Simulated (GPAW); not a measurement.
**AlGaAs2 (R3m): G0W0 with GPAW, start to end**

How does a plane-wave GW calculation on AlGaAs2 (R3m) run from the first input to the gap?

Program: GPAW 26.7.0. Level of theory: LDA and many-body steps on it, plane waves. Results are calculated unless marked as measured.

## (1) Set-up

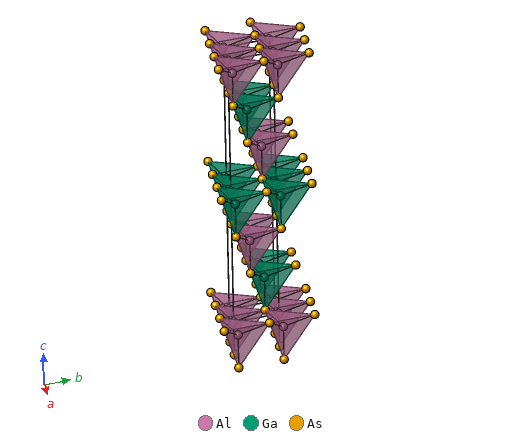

Start, viewed slightly off an axis; aluminium pink, gallium teal, arsenic orange. 2×1×1 cells are drawn. This picture shows the conventional cell, with its axes. Some periodic images of atoms are drawn too.

Coordinates:

```cif
data_structure
_symmetry_space_group_name_H-M 'P 1'
_symmetry_Int_Tables_number 1
_cell_length_a 6.9435
_cell_length_b 6.9435
_cell_length_c 6.9435
_cell_angle_alpha 33.579
_cell_angle_beta 33.579
_cell_angle_gamma 33.579
_cell_volume 91.22
loop_
_atom_site_label
_atom_site_type_symbol
_atom_site_fract_x
_atom_site_fract_y
_atom_site_fract_z
_atom_site_occupancy
Al1 Al 0.99976 0.99976 0.99976 1
Ga2 Ga 0.50013 0.50013 0.50013 1
As3 As 0.12484 0.12484 0.12484 1
As4 As 0.62527 0.62527 0.62527 1
```

The cell and positions are those that the Materials Project relaxed with its own functionals (PBE, PBE+U or r2SCAN), kept fixed.

## (2) Ground state

This step: GPAW 26.7.0; DFT, LDA, plane waves, PAW.

The ground-state density comes first.

Contents of run.py:

```python
import json
import numpy as np
from gpaw.mpi import world
from ase import Atoms
from gpaw import GPAW, PW, FermiDirac

atoms = Atoms(['Al', 'Ga', 'As', 'As'],
    cell=[[2.0056614335, 1.1579691685, 6.5458783057],
      [-2.0056614335, 1.1579691685, 6.5458783057],
      [0.0000000000, -2.3159383371, 6.5458783057]],
    scaled_positions=[[0.9997588800, 0.9997588800, 0.9997588800],
      [0.5001289500, 0.5001289500, 0.5001289500],
      [0.1248442400, 0.1248442400, 0.1248442400],
      [0.6252689300, 0.6252689300, 0.6252689300]],
    pbc=(True, True, True))
calc = GPAW(mode=PW(450),
    xc='LDA',
    kpts={'size': (8, 8, 8), 'gamma': True},
    occupations=FermiDirac(0.001),
    nbands=-8,
    convergence={'density': 1e-6, 'bands': -3},
    maxiter=100,
    txt='gs.txt')
atoms.calc = calc
res = {'energy': atoms.get_potential_energy()}
kpts = calc.get_ibz_k_points()
res['kpts'] = kpts
res['eigenvalues'] = [calc.get_eigenvalues(kpt=k) for k in range(len(kpts))]
res['n_electrons'] = calc.get_number_of_electrons()
calc.write('gs.gpw')

if world.rank == 0:
    with open('result.json', 'w') as f:
        json.dump(res, f, default=lambda x: x.tolist())
```

Started as:

```console
$ mpirun -n 4 gpaw python run.py
```

Numbers of over 12 decimals in the logs are rounded to 6 here.

The program printed:

```text
__  _  _
 | _ |_)|_||  |
 |__||  | ||/\| - 26.7.0

Input parameters:
  mode=PW(ecut=450.000000),
  convergence={'density': 1e-06, 'bands': -3},
  kpts=MonkhorstPack(size=(8, 8, 8), gamma=True),
  maxiter=100,
  nbands=-8,
  occupations=Occupations(name='fermi-dirac', width=0.001, fixmagmom=False),
  xc=XC(name='LDA')
  [... matrices ...]
Diagonalizing LCAO Hamiltonian
Converting LCAO to pw mode

       Al

       As

       Ga

       As

Atoms  # Å, Bohr magnetons
|   | symbol |         x |         y |         z |    initial magnetic moments |
| 0 |     Al |  0.000000 | -0.000000 | 19.632900 | ( 0.0000,  0.0000,  0.0000) |
| 1 |     Ga |  0.000000 | -0.000000 |  9.821350 | ( 0.0000,  0.0000,  0.0000) |
| 2 |     As |  0.000000 | -0.000000 |  2.451646 | ( 0.0000,  0.0000,  0.0000) |
| 3 |     As | -0.000000 | -0.000000 | 12.278803 | ( 0.0000,  0.0000,  0.0000) |

Unit cell  # Å
| periodic |         x |         y |        z |  lengths |    angles |
|      yes |  2.005661 |  1.157969 | 6.545878 | 6.943493 | 33.578817 |
|      yes | -2.005661 |  1.157969 | 6.545878 | 6.943493 | 33.578817 |
|      yes |  0.000000 | -2.315938 | 6.545878 | 6.943493 | 33.578817 |

Number of symmetries: 6
Symmetry operations  # r_c * U_cc + t_c -> r_c
|   | kind |            matrix            |
| 0 |  E   |  1, 0, 0,  0, 1, 0,  0, 0, 1 |
| 1 |  σ   |  1, 0, 0,  0, 0, 1,  0, 1, 0 |
| 2 |  σ   |  0, 1, 0,  1, 0, 0,  0, 0, 1 |
| 3 |  C3  |  0, 1, 0,  0, 0, 1,  1, 0, 0 |
| 4 |  C3  |  0, 0, 1,  1, 0, 0,  0, 1, 0 |
| 5 |  σ   |  0, 0, 1,  0, 1, 0,  1, 0, 0 |

BZ-sampling:
  Number of BZ points: 512
  Number of IBZ points: 65

  Monkhorst-Pack size: [8, 8, 8]
  Monkhorst-Pack shift: [0.0625, 0.0625, 0.0625]

K-points  # in reciprocal-cell coordinates
|     |                                coordinates |     weight |
|   0 | (  0.00000000,   0.00000000,   0.00000000) | 0.00195312 |
|   1 | (  0.12500000,   0.00000000,  -0.12500000) | 0.01171875 |
|   2 | (  0.12500000,   0.00000000,   0.00000000) | 0.01171875 |
|   3 | (  0.12500000,   0.12500000,  -0.12500000) | 0.01171875 |
|   4 | (  0.12500000,   0.12500000,   0.00000000) | 0.01171875 |
|   5 | (  0.12500000,   0.12500000,   0.12500000) | 0.00390625 |
|   6 | (  0.25000000,  -0.12500000,  -0.12500000) | 0.01171875 |
|   7 | (  0.25000000,   0.00000000,  -0.25000000) | 0.01171875 |
|   8 | (  0.25000000,   0.00000000,  -0.12500000) | 0.02343750 |
|   9 | (  0.25000000,   0.00000000,   0.00000000) | 0.01171875 |
| ... |                                            |            |
|  64 | (  0.50000000,   0.50000000,   0.50000000) | 0.00195312 |

Plane wave coefficients: 1996
Cutoff: 450.000000 eV

Spin-components: 1 (collinear spins)
Bands:           16
Projectors:      20
Spin-degeneracy: 2
Datatype:        complex128

  Storage: CPU
  Wave functions: 32_331_520 bytes (8_082_880 per core)
  Projectors: 56_580_160 bytes (14_145_040 per core)
  [... matrices ...]
Parallelization:
  kpt:    4
  domain: 1
  band:   1

Density:
  Valence electrons: 16.0
  Components: 1
  Grid points: [35 35 35]
  Charge: 0.0  # |e|

Potential:
  Grid points: [35 35 35]

species:
  Al:
    name:    Aluminium
    Z:       13.0
    valence: 3
    core:    10
    charge:  0.0  # [|e|]
    compensation charges:
      type: gauss
      rc: 0.34  # [Å]
      lmax: 2
    cutoffs:
      filter: 1.91  # [Å]
      core: 2.36  # [Å]
    projectors
    | kind |    occ | energy [eV] | rcut [Å] |
    |   3s |  2.000 |      -7.830 |    1.085 |
    |   3p |  1.000 |      -2.783 |    1.085 |
    |    s |        |      19.382 |    1.085 |
    |    p |        |      24.428 |    1.085 |
    |    d |        |       0.000 |    1.085 |

    Using partial waves for Al as LCAO basis

  Ga:
    name:    Gallium
    Z:       31.0
    valence: 3
    core:    28
    charge:  0.0  # [|e|]
    compensation charges:
      type: gauss
      rc: 0.37  # [Å]
      lmax: 2
    cutoffs:
      filter: 2.06  # [Å]
      core: 4.17  # [Å]
    projectors
    | kind |    occ | energy [eV] | rcut [Å] |
    |   4s |  2.000 |      -9.167 |    1.164 |
    |   4p |  1.000 |      -2.734 |    1.164 |
    |    s |        |      18.045 |    1.164 |
    |    p |        |      24.478 |    1.164 |
    |    d |        |       0.000 |    1.164 |

    Using partial waves for Ga as LCAO basis

  As:
    name:    Arsenic
    Z:       33.0
    valence: 5
    core:    28
    charge:  0.0  # [|e|]
    compensation charges:
      type: gauss
      rc: 0.33  # [Å]
      lmax: 2
    cutoffs:
      filter: 1.87  # [Å]
      core: 2.96  # [Å]
    projectors
    | kind |    occ | energy [eV] | rcut [Å] |
    |   4s |  2.000 |     -14.691 |    1.058 |
    |   4p |  3.000 |      -5.342 |    1.058 |
    |    s |        |      12.520 |    1.058 |
    |    p |        |      21.869 |    1.058 |
    |    d |        |       0.000 |    1.058 |

    Using partial waves for As as LCAO basis

Reference energy: -182226.293058  # eV

eigensolver:
  PPCG
  Converge bands: -3
  niter=2

density mixing:
  MSR1-Mixer
  Pratt-step length: 0.05
  Maximum mixing coefficient: 0.75
  Old densities: 10
  SVD Regularization: 0.005
  Good broyden scale: 1.0
  Trust region scale: 1.0
  Backstep threshold: 4.0
  History deletion threshold: 6.0
  Fourier metric: weight=20.0, sigma=0.015

occupation numbers:
  Fermi-Dirac:
    width: 0.0010  # eV

poisson solver:
  ecut: 3600.000000  # eV

xc functional:
  name: None

Initialization done in: 2.083 s

convergence criteria:
- Maximum integral of absolute [dens]ity change: 1e-06 electrons / valence electron
- Maximum [total energy] change in last 3 cyles: 0.0005 eV / valence electron
- Maximum integral of absolute [eigenst]ate change: 4e-08 eV^2 / valence electron
maximum number of iterations: 100

SCF iterations
|iter     |     time |      energy | eigst |  dens |
|iter:   1|  |  -20.454619 | +0.45 |       |
|iter:   2|  |  -20.396490 | -1.25 | -0.86 |
|iter:   3|  |  -20.106057 | -1.71 | -0.89 |
|iter:   4|  |  -20.100284 | -3.17 | -1.52 |
|iter:   5|  |  -20.099852c| -4.06 | -2.07 |
|iter:   6|  |  -20.099785c| -4.62 | -2.73 |
|iter:   7|  |  -20.099769c| -5.57 | -3.06 |
|iter:   8|  |  -20.099769c| -7.26 | -3.77 |
|iter:   9|  |  -20.099769c| -7.32 | -4.17 |
|iter:  10|  |  -20.099769c| -8.05c| -4.76 |
|iter:  11|  |  -20.099769c| -8.92c| -5.69 |
|iter:  12|  |  -20.099769c| -9.54c| -6.31c|

Converged in 12 steps
SCF loop duration: 24.487 s (2.041 s/step)
Energy contributions relative to reference atoms: (reference = -182226.293058)
  [... matrices ...]
Energy contributions:
  Kinetic:          43.946551
  Coulomb:         -39.368745
  Zero:              0.011309
  External:          0.000000
  Xc:              -24.688884
  Entropy:          -0.000000
  Spinorbit:         0.000000
  ----------------------------
  Free energy:     -20.099769
  Extrapolated:    -20.099769

dipole moment: (0.000000, -0.000000, 4.032806)  # |e|*Ang

Fermi level: 4.474
Eigenvalues  # (at kpt = [0.000, 0.000, 0.000])
| band index |      eig [eV] | occ [0-2] |
|          0 |        -8.032 |     2.000 |
|          1 |        -6.499 |     2.000 |
|          2 |        -1.833 |     2.000 |
|          3 |         3.275 |     2.000 |
|          4 |         3.275 |     2.000 |
|          5 |         4.246 |     2.000 |
|          6 |         4.268 |     2.000 |
|          7 |         4.268 |     2.000 |
|          8 |         5.007 |     0.000 |
|          9 |         6.050 |     0.000 |
|         10 |         8.244 |     0.000 |
|         11 |         8.244 |     0.000 |
|         12 |         8.248 |     0.000 |
|         13 |         8.880 |     0.000 |
|         14 |         8.880 |     0.000 |
|         15 |        11.869 |     0.000 |

Gap: 0.739 eV
Transition (v -> c):
  (s=0, k=0, n=7, [0.00, 0.00, 0.00]) -> (s=0, k=0, n=8, [0.00, 0.00, 0.00])
No difference between direct/indirect transitions
# Writing to gs.gpw (mode='')
  [... matrices ...]
```

It took 29 s on 4 MPI ranks of Arm Neoverse V1, shared host; peak memory 0.84 GiB; 1.9 min of CPU time.

This step gave:

| Quantity | Value |
| --- | --- |
| total energy | -20.10 eV |
| gap | 0.7393 eV |
| k of the valence top | 0, 0, 0 |
| k of the conduction bottom | 0, 0, 0 |
| least direct gap | 0.7393 eV |

The gap is direct, at Γ.

## (3) Empty states on the mesh, 4×4×4 mesh, 158 bands

The sums over transitions need many empty states on a uniform mesh; this step solves for them.

Contents of run.py:

```python
import json
import numpy as np
from gpaw.mpi import world
from gpaw import GPAW

calc = GPAW('gs.gpw').fixed_density(kpts={'size': (4, 4, 4), 'gamma': True},
    parallel={'domain': 1, 'band': 1},
    txt='nscf.txt')
calc.diagonalize_full_hamiltonian(nbands=158)
calc.write('full.gpw', mode='all')
res = {}
kpts = calc.get_ibz_k_points()
res['kpts'] = kpts
res['eigenvalues'] = [calc.get_eigenvalues(kpt=k) for k in range(len(kpts))]
res['n_electrons'] = calc.get_number_of_electrons()

if world.rank == 0:
    with open('result.json', 'w') as f:
        json.dump(res, f, default=lambda x: x.tolist())
```

Started as:

```console
$ mpirun -n 4 gpaw python run.py
```

The program printed:

```text
Diagonalizing LCAO Hamiltonian
Converting LCAO to pw mode
convergence criteria:
- Maximum integral of absolute [eigenst]ate change: 4e-08 eV^2 / valence electron
maximum number of iterations: 100

SCF iterations
|iter     |     time |      energy | eigst |  dens |
|iter:   1|  |             | +0.47 |       |
|iter:   2|  |             | -1.31 |       |
|iter:   3|  |             | -2.62 |       |
|iter:   4|  |             | -3.93 |       |
|iter:   5|  |             | -4.86 |       |
|iter:   6|  |             | -6.00 |       |
|iter:   7|  |             | -6.94 |       |
|iter:   8|  |             | -7.86c|       |
SCF steps: 8
  __  _  _
 | _ |_)|_||  |
 |__||  | ||/\| - 26.7.0

Input parameters:
  mode=PW(ecut=450.000000),
  convergence={'density': 1e-06, 'bands': -3},
  gpts=array([35, 35, 35]),
  kpts=MonkhorstPack(size=(4, 4, 4), gamma=True),
  maxiter=100,
  nbands=16,
  occupations=Occupations(name='fermi-dirac', width=0.001, fixmagmom=False),
  parallel={'domain': 1, 'band': 1},
  xc=XC(name='LDA')
Matrix size: 1975x1975
# Writing to full.gpw (mode='all')
  [... matrices ...]

timing:  # [seconds]
  Total: 47.330  # ━━━━━━━━━━━━━━━━━━━━━━━━━━━━━━━━━━━━━━━━━━━━━━━━━━━━━━━━━━
```

Elapsed: 54 s, on 4 MPI ranks; peak memory 2.1 GiB; 3.6 min of CPU time.

Numbers from this step:

| Quantity | Value |
| --- | --- |
| gap | 0.7393 eV |
| k of the valence top | 0, 0, 0 |
| k of the conduction bottom | 0, 0, 0 |
| least direct gap | 0.7393 eV |
| k points computed | 13 |
| lowest point of the top converged band, above the valence top | 71.2130 eV |

On this mesh the gap is 0.739 eV.

## (4) Screening and self-energy, 4×4×4 mesh, 68 bands, screening to 48 eV

G0W0 replaces the xc potential by the self-energy, built once from these orbitals. Only a window of levels is corrected, while the sums run over the empty bands that the input names.

This step: G0W0 on LDA, plane waves, PAW.

Contents of run.py:

```python
import json
import numpy as np
from gpaw.mpi import world
from gpaw.response.g0w0 import G0W0

gw = G0W0('full.gpw',
    filename='gw',
    kpts=[0],
    bands=(6, 10),
    ecut=48,
    nbands=68,
    integrate_gamma='WS',
    ppa=True)
gw.calculate()
res = {mode: {k: v for k, v in r.items() if k != 'sigma_eskwn'}
       for mode, r in gw.all_results.items()}

if world.rank == 0:
    with open('result.json', 'w') as f:
        json.dump(res, f, default=lambda x: x.tolist())
```

Started as:

```console
$ mpirun -n 4 gpaw python run.py
```

The program printed:

```text
Using integrator: PointIntegrator
FrequencyGridDescriptor(from 0.000+0.000j to 0.000+27.211j eV, 2 points)
Nonperiodic BCs:  [False False False]
Using integrator: PointIntegrator
FrequencyGridDescriptor(from 0.000+0.000j to 0.000+27.211j eV, 2 points)
Nonperiodic BCs:  [False False False]
  ___  _ _ _
 |   || | | |
 | | || | | |
 |__ ||_____|
 |___|

BZ k-points: Symmetries present (total): 6

  [... matrices ...]
64 k-points: 4 x 4 x 4 Monkhorst-Pack grid + [1/8,1/8,1/8]
13 k-points in the irreducible part of the Brillouin zone
       k-points in crystal coordinates                weights
   0:     0.00000000    0.00000000    0.00000000          1/64
   1:     0.25000000    0.00000000   -0.25000000          6/64
   2:     0.25000000    0.00000000    0.00000000          6/64
   3:     0.25000000    0.25000000   -0.25000000          6/64
   4:     0.25000000    0.25000000    0.00000000          6/64
   5:     0.25000000    0.25000000    0.25000000          2/64
   6:     0.50000000    0.00000000    0.00000000          3/64
   7:     0.50000000    0.25000000   -0.25000000          6/64
   8:     0.50000000    0.25000000    0.00000000         12/64
   9:     0.50000000    0.25000000    0.25000000          6/64
          ...
  12:     0.50000000    0.50000000    0.50000000          1/64

Distributing spins, k-points and bands (1 x 1 x 4) over 4 processes
Number of blocks: 1

Quasi particle states:
k-points (IBZ indices): [0]
Band range: (6, 10)
  [... matrices ...]
Computational parameters:
Plane wave cut-off: 48 eV
Number of bands: 68
Coulomb cutoff: None
Broadening: 0.1 eV

fxc modes: GW
Kernel: RPA
Using Godby-Needs plasmon-pole approximation:
  Fitting energy: i*E0, E0 = 1.000 Hartree
Summing all q:

Calculating screened Coulomb potential
No Coulomb truncation
FrequencyGridDescriptor(from 0.000+0.000j to 0.000+27.211j eV, 2 points)
Removing empty qpoint cache files...

Calculating chi0 body with:
    Ground state adapter containing:
    Number of spins: 1
    Number of kpoints: 64
    Number of irreducible kpoints: 13
    Number of completely occupied states: 8
    Number of partially occupied states: 8
    Occupied states memory: 5.233765 M / cpu

    Linear response parametrization:
    q_c: [0.0, 0.0, 0.0]
    Number of frequency points: 2
    Planewave cutoff: 48.0
    Number of bands: 68
    Number of planewaves: 61
    Broadening (eta): 1e-06
    comm.size: 4
    kncomm.size: 4
    blockcomm.size: 1

    Memory estimate of potentially large arrays:
        chi0_wGG: 0.113556 M / cpu
Integrating chi0 body.

Symmetries of q_c:
    Direct symmetries (Uq -> q): 6
    Indirect symmetries (TUq -> q): 6
In total 12 allowed symmetries.

  [... matrices ...]
13 groups of equivalent kpoints. 79.6875% reduction.

Integral kind: response function
Integrating chi0 head and wings.

Symmetries of q_c:
    Direct symmetries (Uq -> q): 6
    Indirect symmetries (TUq -> q): 6
In total 12 allowed symmetries.

  [... matrices ...]
13 groups of equivalent kpoints. 79.6875% reduction.

Integral kind: response function wings

Calculating chi0 body with:
    Ground state adapter containing:
    Number of spins: 1
    Number of kpoints: 64
    Number of irreducible kpoints: 13
    Number of completely occupied states: 8
    Number of partially occupied states: 8
    Occupied states memory: 5.233765 M / cpu

    Linear response parametrization:
[... the further q-points ...]

Results:
f:      Occupation numbers
eps:     KS-eigenvalues [eV]
vxc:     KS vxc [eV]
exx:     Exact exchange [eV]
sigma:   Self-energies [eV]
dsigma:  Self-energy derivatives
Z:       Renormalization factors
qp:      QP-energies [eV]

k-point 0 (0): (0.000, 0.000, 0.000)                GW
band       f     eps     vxc     exx   sigma  dsigma       Z      qp
                                                                   GW
   6   1.000   4.268 -14.715 -16.128   1.706  -0.269   0.788   4.499
   7   1.000   4.268 -14.715 -16.128   1.706  -0.269   0.788   4.499
   8   0.000   5.007 -15.369 -11.060  -2.732  -0.257   0.796   6.261
   9   0.000   6.050 -13.227  -8.723  -3.372  -0.260   0.794   6.949
```

Elapsed: 79 s, on 4 MPI ranks; peak memory 1.6 GiB; 5.3 min of CPU time.

Numbers from this step:

| Item | Value |
| --- | --- |
| G0W0 gap on the points computed | 1.762 eV |
| least direct G0W0 gap on the computed points | 1.762 eV |
| Z at the valence top | 0.7877 |
| Z at the conduction bottom | 0.7955 |
| starting gap on the mesh | 0.7393 eV |
| k of the valence top | 0, 0, 0 |
| k of the conduction bottom | 0, 0, 0 |

The gap on the mesh goes from 0.74 eV to 1.76 eV, a correction of +1.02 eV.

Limits: finite bands, cutoff and mesh; no spin-orbit coupling. v1 is the top filled band, c1 the lowest empty one. Levels before and after the correction, in eV, zero at the valence-band top of each column:

```csv
,conduction bottom,valence top
Kohn-Sham,0.74,0.00
G0W0,1.76,0.00
```

```csv
,level,energy (eV)
Kohn-Sham,Γ v2-v1,0.000
Kohn-Sham,Γ c1,0.739
Kohn-Sham,Γ c2,1.782
G0W0,Γ v2-v1,0.000
G0W0,Γ c1,1.762
G0W0,Γ c2,2.450
```

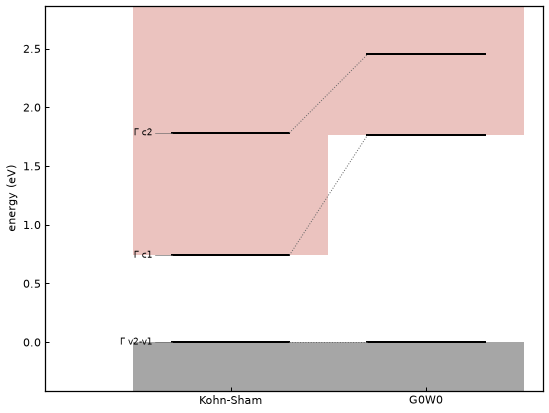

Levels before and after the correction. Shaded: valence and conduction bands.

## (5) Where the time went

Times are wall times on 4 MPI ranks of Arm Neoverse V1, shared host, good to a factor of about two.

```csv
step,time,share,memory (GiB)
ground state,29 s,18 %,0.84
empty states on the mesh,54 s,33 %,2.1
screening and self-energy,79 s,49 %,1.6
```

## (6) Summary of results

| Quantity | Value |
| --- | --- |
| LDA gap | 0.74 eV, direct |
| G0W0 gap on the mesh | 1.76 eV |
| GW settings | 4×4×4 mesh, 68 bands, screening to 48 eV, Godby-Needs plasmon pole |
| known limits | not at the basis limit; no spin-orbit coupling |

G0W0 moves the gap on the mesh from 0.74 eV to 1.76 eV (+1.02 eV), with Z of 0.79 and 0.80 at the edges. Only 1 of the mesh's irreducible points was corrected, so a valley elsewhere could overtake. Bands and cutoff are finite, so the gap is not at the basis limit. The miss can reach some tenths of an eV and take either sign; the mesh is an error of its own. These stock PAW sets were not made for GW; the filled d or f shell of As and Ga lies in the frozen core, which bears on start and correction. In the G0W0 run levels were corrected at 1 k point alone, so a gap called «on the mesh» is the least over those, and an edge elsewhere would be missed. The many-body steps are scalar-relativistic: spin-orbit coupling is not in them.

[Paths, hosts, dates, memory and timing lines, banners, echoed tables and standing remarks are left out of the program output.]

[Logs are printed without paths, hosts, clocks, repeated set-up lines and the standing remarks that a program may print on its own settings, such as how far it seeks lower states.]

[Runs of the session that timed out or met a known fault of the program may be left out.]

[Hosts, paths, dates, database ids (printed as entryN), source tags and the programs' standing remarks are cut or masked in the printed files.]
